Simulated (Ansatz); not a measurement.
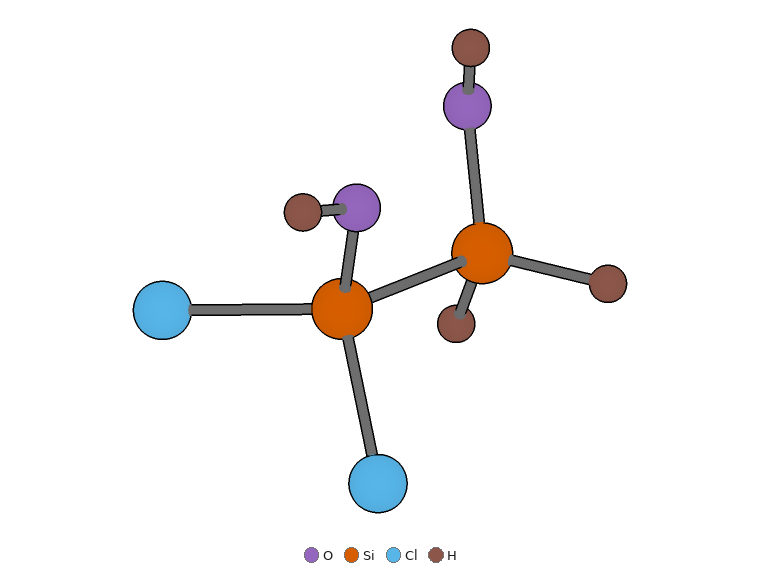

Simulated data, not a measurement (program: Ansatz).

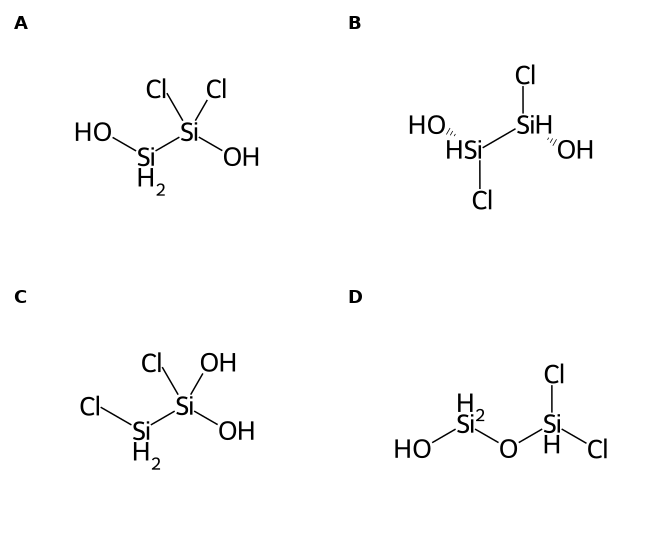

The first picture shows one of the molecules drawn in the second. Which?

Answer. A, `O[SiH2][Si](O)(Cl)Cl`.
